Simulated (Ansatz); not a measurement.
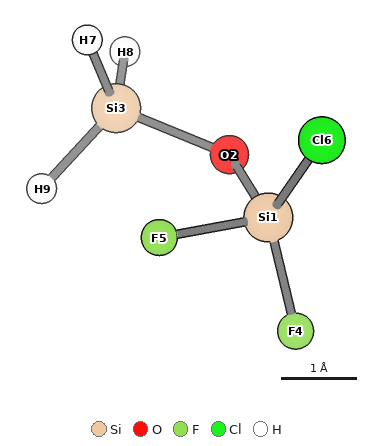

Fig. 1: The structure as given in the input (ball-and-stick view, seen at a tilt; atoms are numbered from 1 in the order of the input).

**Run report: Si2H3ClOF2, geometry relaxation (part 1 of 2)**

System: Si2H3ClOF2.
Method: RKS PBE0-D4/def2-TZVP (Ansatz 0.2.0).

Figures and captions count atoms from 1; the log counts them from 0 in places.

### The program's output
```
Functional definition: PBE0
  name "PBE0"
  cite "Adamo & Barone, J. Chem. Phys. 110, 6158 (1999) doi:10.1063/1.478522"
  cite "Perdew, Burke & Ernzerhof, Phys. Rev. Lett. 77, 3865 (1996) doi:10.1103/PhysRevLett.77.3865"
  parent pbe
  parameter a = 0.25
  parameter kappa = 0.804
  parameter beta = 0.06672455060314922
  exchange = (1 - a)*pbe_x(kappa = kappa, mu = beta*pi^2/3) + a*exact_x
  correlation = pbe_c(beta = beta)
1399 factors; their error is unknown
mean field evaluation 1: about -35794.0059 eV, gradient 6.5e1 eV
mean field evaluation 2: about -35783.5630 eV, gradient 1.0e2 eV
mean field evaluation 4: about -35800.2365 eV, gradient 5.3e0 eV
mean field evaluation 8: about -35800.2753 eV, gradient 6.1e-2 eV
mean field evaluation 16: about -35800.4051 eV, gradient 3.0e-5 eV
mean field -35800.40514421 eV, -1315.6406226634 hartree, gradient 3.0e-5 eV, S^2 0.000000; 0 other end points of the search recorded, 0 dependent functions left out
the calculation of the forces begins
reference -35800.40517705 eV, -1315.6406238705 hartree; 37, 37 occupied and 185, 185 virtual orbitals, 1399 factors
relax step   1: F+E_penalty+E_count = -35800.62409985 eV  Δ(F+E_penalty+E_count) = +0.000e0 eV  max|allowed force component| = 3.728e0 eV/Å  Δτ_max = 0.0000 Å  (27 SCF iters, accepted)
these checks for a lower state are left out or cut short: starts, cluster_reference, orbital_swaps, neighbouring_geometries, increment
1399 factors; their error is unknown
mean field -35801.12346587 eV, -1315.6670204978 hartree, gradient 1.1e-5 eV, S^2 0.000000; 0 other end points of the search recorded, 0 dependent functions left out
[... from here on the field's lines of each further geometry are left out, up to the last ...]
relax step   2: F+E_penalty+E_count = -35801.34034437 eV  Δ(F+E_penalty+E_count) = -7.162e-1 eV  max|allowed force component| = 1.562e0 eV/Å  Δτ_max = 0.1949 Å  (35 SCF iters, accepted)
relax step   3: F+E_penalty+E_count = -35801.49845996 eV  Δ(F+E_penalty+E_count) = -1.581e-1 eV  max|allowed force component| = 1.258e0 eV/Å  Δτ_max = 0.1029 Å  (30 SCF iters, accepted)
relax step   4: F+E_penalty+E_count = -35801.57130048 eV  Δ(F+E_penalty+E_count) = -7.284e-2 eV  max|allowed force component| = 5.137e-1 eV/Å  Δτ_max = 0.1863 Å  (35 SCF iters, accepted)
relax step   5: F+E_penalty+E_count = -35801.62299075 eV  Δ(F+E_penalty+E_count) = -5.169e-2 eV  max|allowed force component| = 2.893e-1 eV/Å  Δτ_max = 0.1962 Å  (28 SCF iters, accepted)
relax step   6: F+E_penalty+E_count = -35801.63529682 eV  Δ(F+E_penalty+E_count) = -1.231e-2 eV  max|allowed force component| = 5.222e-2 eV/Å  Δτ_max = 0.1369 Å  (29 SCF iters, accepted)
relax step   7: F+E_penalty+E_count = -35801.63817730 eV  Δ(F+E_penalty+E_count) = -2.880e-3 eV  max|allowed force component| = 2.687e-2 eV/Å  Δτ_max = 0.0666 Å  (29 SCF iters, accepted)
relax step   8: F+E_penalty+E_count = -35801.63949721 eV  Δ(F+E_penalty+E_count) = -1.320e-3 eV  max|allowed force component| = 3.248e-2 eV/Å  Δτ_max = 0.0520 Å  (28 SCF iters, accepted)
relax step   9: F+E_penalty+E_count = -35801.64020732 eV  Δ(F+E_penalty+E_count) = -7.101e-4 eV  max|allowed force component| = 5.590e-2 eV/Å  Δτ_max = 0.0439 Å  (29 SCF iters, accepted)
relax step  10: F+E_penalty+E_count = -35801.64095252 eV  Δ(F+E_penalty+E_count) = -7.452e-4 eV  max|allowed force component| = 8.950e-2 eV/Å  Δτ_max = 0.0687 Å  (30 SCF iters, accepted)
relax step  11: F+E_penalty+E_count = -35801.64163081 eV  Δ(F+E_penalty+E_count) = -6.783e-4 eV  max|allowed force component| = 1.083e-1 eV/Å  Δτ_max = 0.0290 Å  (30 SCF iters, accepted)
relax step  12: F+E_penalty+E_count = -35801.64341153 eV  Δ(F+E_penalty+E_count) = -1.781e-3 eV  max|allowed force component| = 1.439e-2 eV/Å  Δτ_max = 0.0352 Å  (29 SCF iters, accepted)
relax step  13: F+E_penalty+E_count = -35801.64364182 eV  Δ(F+E_penalty+E_count) = -2.303e-4 eV  max|allowed force component| = 9.945e-3 eV/Å  Δτ_max = 0.0092 Å  (31 SCF iters, accepted)
relax step  14: F+E_penalty+E_count = -35801.63524821 eV  Δ(F+E_penalty+E_count) = +8.394e-3 eV  max|allowed force component| = 2.942e-1 eV/Å  Δτ_max = 0.1967 Å  (35 SCF iters, rejected (line search))
relax step  15: F+E_penalty+E_count = -35801.64379935 eV  Δ(F+E_penalty+E_count) = -1.575e-4 eV  max|allowed force component| = 1.193e-2 eV/Å  Δτ_max = 0.0073 Å  (31 SCF iters, accepted)
relax step  16: F+E_penalty+E_count = -35801.64544450 eV  Δ(F+E_penalty+E_count) = -1.645e-3 eV  max|allowed force component| = 4.700e-2 eV/Å  Δτ_max = 0.0968 Å  (29 SCF iters, accepted)
relax step  17: F+E_penalty+E_count = -35801.63406519 eV  Δ(F+E_penalty+E_count) = +1.138e-2 eV  max|allowed force component| = 2.958e-1 eV/Å  Δτ_max = 0.1490 Å  (29 SCF iters, rejected (line search))
relax step  18: F+E_penalty+E_count = -35801.64571495 eV  Δ(F+E_penalty+E_count) = -2.705e-4 eV  max|allowed force component| = 2.739e-2 eV/Å  Δτ_max = 0.0115 Å  (31 SCF iters, accepted)
relax step  19: F+E_penalty+E_count = -35801.64628642 eV  Δ(F+E_penalty+E_count) = -5.715e-4 eV  max|allowed force component| = 7.553e-2 eV/Å  Δτ_max = 0.0735 Å  (30 SCF iters, accepted)
relax step  20: F+E_penalty+E_count = -35801.64663477 eV  Δ(F+E_penalty+E_count) = -3.484e-4 eV  max|allowed force component| = 4.309e-2 eV/Å  Δτ_max = 0.0132 Å  (30 SCF iters, accepted)
relax step  21: F+E_penalty+E_count = -35801.64755522 eV  Δ(F+E_penalty+E_count) = -9.205e-4 eV  max|allowed force component| = 1.740e-2 eV/Å  Δτ_max = 0.0329 Å  (29 SCF iters, accepted)
relax step  22: F+E_penalty+E_count = -35801.64826438 eV  Δ(F+E_penalty+E_count) = -7.092e-4 eV  max|allowed force component| = 4.669e-2 eV/Å  Δτ_max = 0.0553 Å  (29 SCF iters, accepted)
relax step  23: F+E_penalty+E_count = -35801.64185583 eV  Δ(F+E_penalty+E_count) = +6.409e-3 eV  max|allowed force component| = 4.027e-1 eV/Å  Δτ_max = 0.1675 Å  (35 SCF iters, rejected (line search))
relax step  24: F+E_penalty+E_count = -35801.64824700 eV  Δ(F+E_penalty+E_count) = +1.737e-5 eV  max|allowed force component| = 6.200e-2 eV/Å  Δτ_max = 0.0069 Å  (31 SCF iters, rejected (line search))
relax step  25: F+E_penalty+E_count = -35801.64837818 eV  Δ(F+E_penalty+E_count) = -1.138e-4 eV  max|allowed force component| = 1.098e-2 eV/Å  Δτ_max = 0.0034 Å  (24 SCF iters, accepted)
relax step  26: F+E_penalty+E_count = -35801.64869079 eV  Δ(F+E_penalty+E_count) = -3.126e-4 eV  max|allowed force component| = 8.013e-3 eV/Å  Δτ_max = 0.0284 Å  (30 SCF iters, accepted)
relax step  27: F+E_penalty+E_count = -35801.64647391 eV  Δ(F+E_penalty+E_count) = +2.217e-3 eV  max|allowed force component| = 2.159e-1 eV/Å  Δτ_max = 0.1462 Å  (29 SCF iters, rejected (line search))
relax step  28: F+E_penalty+E_count = -35801.64870271 eV  Δ(F+E_penalty+E_count) = -1.192e-5 eV  max|allowed force component| = 1.787e-2 eV/Å  Δτ_max = 0.0204 Å  (30 SCF iters, accepted)
relax step  29: F+E_penalty+E_count = -35801.64911027 eV  Δ(F+E_penalty+E_count) = -4.076e-4 eV  max|allowed force component| = 6.481e-2 eV/Å  Δτ_max = 0.0735 Å  (29 SCF iters, accepted)
relax step  30: F+E_penalty+E_count = -35801.64928651 eV  Δ(F+E_penalty+E_count) = -1.762e-4 eV  max|allowed force component| = 3.305e-2 eV/Å  Δτ_max = 0.0071 Å  (24 SCF iters, accepted)
relax step  31: F+E_penalty+E_count = -35801.64950557 eV  Δ(F+E_penalty+E_count) = -2.191e-4 eV  max|allowed force component| = 2.245e-3 eV/Å  Δτ_max = 0.0158 Å  (30 SCF iters, accepted)
relax step  32: F+E_penalty+E_count = -35801.64964992 eV  Δ(F+E_penalty+E_count) = -1.443e-4 eV  max|allowed force component| = 1.699e-2 eV/Å  Δτ_max = 0.0265 Å  (29 SCF iters, accepted)
relax step  33: F+E_penalty+E_count = -35801.64020079 eV  Δ(F+E_penalty+E_count) = +9.449e-3 eV  max|allowed force component| = 3.409e-1 eV/Å  Δτ_max = 0.1961 Å  (35 SCF iters, rejected (line search))
relax step  34: F+E_penalty+E_count = -35801.64965021 eV  Δ(F+E_penalty+E_count) = -2.896e-7 eV  max|allowed force component| = 1.186e-2 eV/Å  Δτ_max = 0.0221 Å  (30 SCF iters, accepted)
relax step  35: F+E_penalty+E_count = -35801.64939040 eV  Δ(F+E_penalty+E_count) = +2.598e-4 eV  max|allowed force component| = 6.804e-2 eV/Å  Δτ_max = 0.0959 Å  (29 SCF iters, rejected (line search))
relax step  36: F+E_penalty+E_count = -35801.64972346 eV  Δ(F+E_penalty+E_count) = -7.325e-5 eV  max|allowed force component| = 4.014e-2 eV/Å  Δτ_max = 0.0468 Å  (29 SCF iters, accepted)
relax step  37: F+E_penalty+E_count = -35801.64981818 eV  Δ(F+E_penalty+E_count) = -9.472e-5 eV  max|allowed force component| = 1.871e-2 eV/Å  Δτ_max = 0.0128 Å  (31 SCF iters, accepted)
relax step  38: F+E_penalty+E_count = -35801.64986979 eV  Δ(F+E_penalty+E_count) = -5.161e-5 eV  max|allowed force component| = 6.455e-3 eV/Å  Δτ_max = 0.0134 Å  (30 SCF iters, accepted)
relax step  39: F+E_penalty+E_count = -35801.64990936 eV  Δ(F+E_penalty+E_count) = -3.957e-5 eV  max|allowed force component| = 7.144e-3 eV/Å  Δτ_max = 0.0219 Å  (30 SCF iters, accepted)
relax step  40: F+E_penalty+E_count = -35801.64994117 eV  Δ(F+E_penalty+E_count) = -3.181e-5 eV  max|allowed force component| = 2.969e-3 eV/Å  Δτ_max = 0.0278 Å  (29 SCF iters, accepted)
relax step  41: F+E_penalty+E_count = -35801.64995036 eV  Δ(F+E_penalty+E_count) = -9.198e-6 eV  max|allowed force component| = 3.495e-3 eV/Å  Δτ_max = 0.0118 Å  (30 SCF iters, accepted)
the calculation of the forces begins
reference -35801.42978387 eV, -1315.6782774765 hartree; 37, 37 occupied and 185, 185 virtual orbitals, 1399 factors
relax step  42: F+E_penalty+E_count = -35801.64995819 eV  Δ(F+E_penalty+E_count) = -7.822e-6 eV  max|allowed force component| = 4.260e-3 eV/Å  Δτ_max = 0.0101 Å  (31 SCF iters, accepted)
1399 factors; their error is unknown
mean field evaluation 320: about -35801.4298 eV, gradient 1.1e-2 eV
```

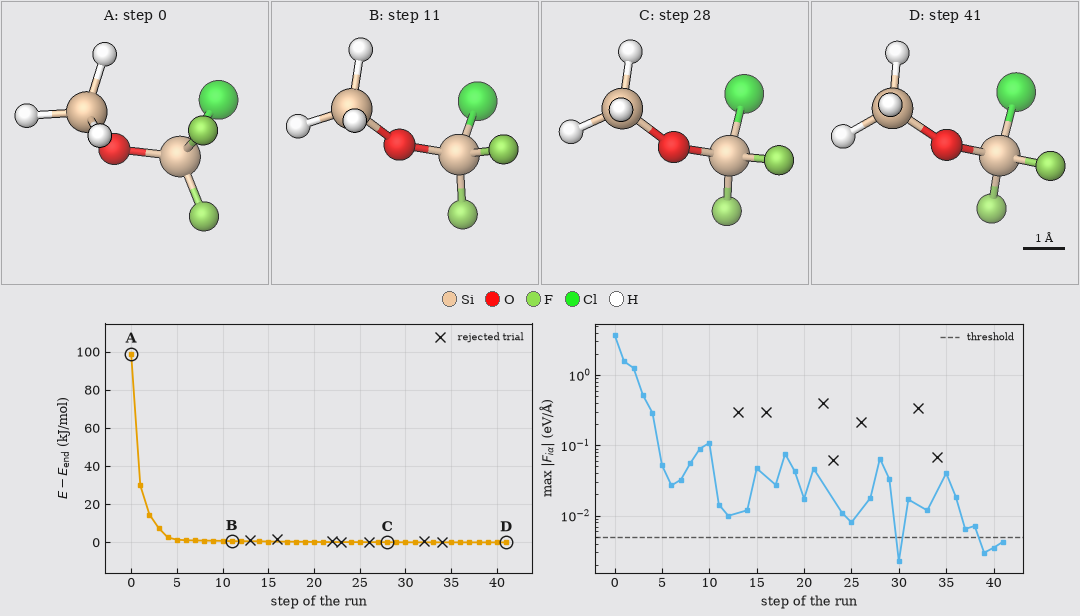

Fig. 2: Frames of the relaxation (ball-and-stick view, seen at a tilt) above the curves, on which the letters mark them (the first geometry is step 0 here and step 1 in the log).

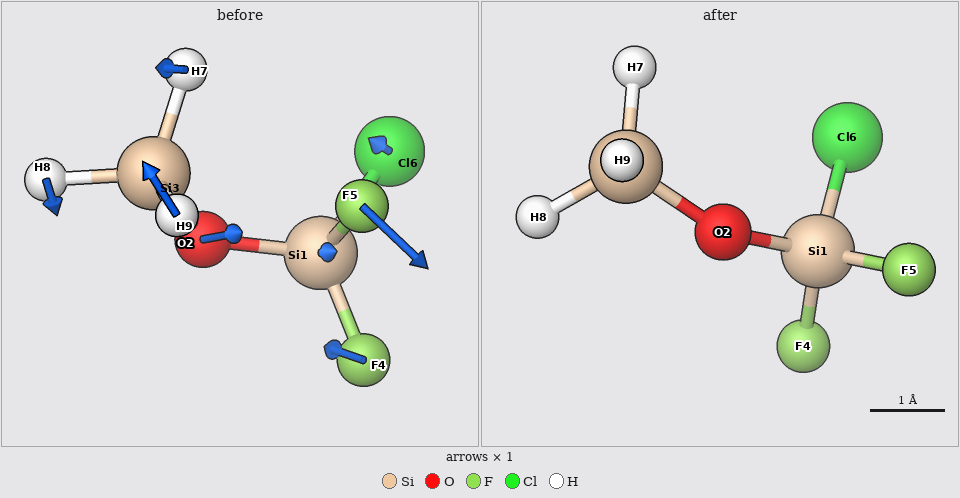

Fig. 3: Before (left) and after (right) the relaxation, at one scale (ball-and-stick view, seen at a tilt). The blue arrows give the displacements, at true length. After 41 geometry steps the energy has fallen by 99.0 kJ/mol. Largest force component: 3.7 eV/Å at the start, 0.0043 eV/Å at the end. The line search rejected the trial steps at points 13, 16, 22, 23, 26, 32, 34 (counted from 0) and went back. The atom that moves furthest after the best rigid fit is F5 (1.27 Å). By element the largest moves are F 1.27 Å, O 1.02 Å, H 0.91 Å, Cl 0.46 Å, Si 0.38 Å. Among the contacts that change: Si1–O2 1.651 → 1.590 Å, Si1–Cl6 2.070 → 2.016 Å, Si1–F5 1.622 → 1.572 Å, Si1–F4 1.590 → 1.572 Å. Among the angles that change: Si1–O2–Si3 127.2° → 151.7°, F5–Si1–Cl6 94.6° → 108.9°, F4–Si1–Cl6 122.1° → 108.8°. (Atoms are counted from 1 in the order of the input.)

```
mean field -35801.42975105 eV, -1315.6782762706 hartree, gradient 1.2e-5 eV, S^2 0.000000; 1 other end points of the search recorded, 0 dependent functions left out
the calculation of the forces begins
reference -35801.42978387 eV, -1315.6782774765 hartree; 37, 37 occupied and 185, 185 virtual orbitals, 1399 factors
Total energy: -35801.64999100 eV, -1315.6863699393 hartree
Atom 0 at    -1.670313     0.298674     0.057119 Å, force    -0.002082    -0.003209     0.000795 eV/Å
Atom 1 at    -0.637815     0.225467    -1.149861 Å, force     0.002219     0.004260     0.002725 eV/Å
Atom 2 at     0.609014     0.844343    -2.031945 Å, force    -0.002742    -0.001040    -0.003336 eV/Å
Atom 3 at    -1.368478    -0.843492     1.094693 Å, force     0.000212     0.000357     0.000024 eV/Å
Atom 4 at    -3.130574     0.066486    -0.476208 Å, force     0.000905     0.000269    -0.000942 eV/Å
Atom 5 at    -1.597821     2.075312     1.008124 Å, force     0.000010     0.000152    -0.000574 eV/Å
Atom 6 at     0.772288     2.281986    -1.708144 Å, force     0.001317    -0.000546     0.001447 eV/Å
Atom 7 at     1.842364     0.097682    -1.691741 Å, force    -0.000143     0.000458    -0.000109 eV/Å
Atom 8 at     0.279982     0.671586    -3.465024 Å, force     0.000305    -0.000700    -0.000028 eV/Å
Dipole moment:     0.298214     0.148904    -0.228600 e Å
```

### Trajectory as extended XYZ (Å, eV, eV/Å), 24 of the 42 frames kept, from step=1 to step=42
```
9
Properties=species:S:1:pos:R:3:forces:R:3 step=1 energy=-35800.62410
Si   -1.3222    0.3139    0.3275   -1.0745   1.0486  -3.7279
O     0.1279    0.2281   -0.4581   -0.9495  -0.2042   2.0256
Si    0.4756    0.7702   -1.9920    0.3696  -0.0616  -0.1508
F    -2.0312   -1.0802    0.6116    1.0841   0.6015   1.1410
F    -2.2176    0.7183   -0.9634   -0.0714  -0.0528   0.2437
Cl   -1.7913    2.0242    1.3953    0.8051  -1.3795   0.3704
H     0.1635    2.2116   -2.1228   -0.0469   0.0031   0.0344
H     1.9378    0.5541   -2.1453   -0.0688   0.0382   0.0038
H    -0.2438   -0.0222   -3.0157   -0.0478   0.0067   0.0598
9
Properties=species:S:1:pos:R:3:forces:R:3 step=3 energy=-35801.49846
Si   -1.4482    0.4006    0.1425   -0.4693  -1.2585  -0.6708
O     0.0551    0.3080   -0.4529   -0.6539   0.0620   0.0420
Si    0.5226    0.7747   -1.9892    0.1599  -0.0042   0.0650
F    -1.9302   -0.9861    0.7877    0.5218   0.9622  -0.3930
F    -2.4327    0.6468   -1.1015    0.4297   0.0272   0.7486
Cl   -1.6543    1.8391    1.5033   -0.0252   0.2355   0.1822
H     0.2199    2.2189   -2.1458    0.0188  -0.0151  -0.0399
H     1.9771    0.5318   -2.1016    0.0085  -0.0055   0.0469
H    -0.2106   -0.0158   -3.0056    0.0097  -0.0036   0.0190
9
Properties=species:S:1:pos:R:3:forces:R:3 step=5 energy=-35801.62299
Si   -1.5499    0.3787    0.1417    0.1020   0.0964   0.2893
O    -0.1461    0.3566   -0.6166    0.0166   0.1246  -0.1720
Si    0.5748    0.7981   -2.0450    0.0422  -0.0905   0.0789
F    -1.7940   -1.0041    0.8458   -0.0063  -0.0414  -0.0633
F    -2.7264    0.6279   -0.8714   -0.0815  -0.0362  -0.1065
Cl   -1.6272    1.8148    1.5576    0.0406  -0.0326  -0.0759
H     0.3875    2.2489   -2.2913   -0.0363  -0.0139   0.0518
H     2.0203    0.4859   -1.9483   -0.0530  -0.0009   0.0679
H    -0.0403    0.0112   -3.1354   -0.0244  -0.0056  -0.0701
9
Properties=species:S:1:pos:R:3:forces:R:3 step=6 energy=-35801.63530
Si   -1.5709    0.3690    0.1486   -0.0024   0.0522  -0.0012
O    -0.2120    0.3636   -0.6802    0.0124  -0.0381  -0.0502
Si    0.5824    0.8025   -2.0591   -0.0189   0.0342   0.0145
F    -1.7363   -0.9981    0.9046    0.0011   0.0024   0.0021
F    -2.8033    0.5261   -0.8219    0.0083  -0.0025   0.0475
Cl   -1.6027    1.8678    1.4949   -0.0241  -0.0313  -0.0211
H     0.4598    2.2700   -2.2377    0.0104  -0.0101  -0.0133
H     2.0023    0.4198   -1.8957   -0.0044  -0.0120   0.0025
H    -0.0208    0.0972   -3.2164    0.0176   0.0053   0.0192
```
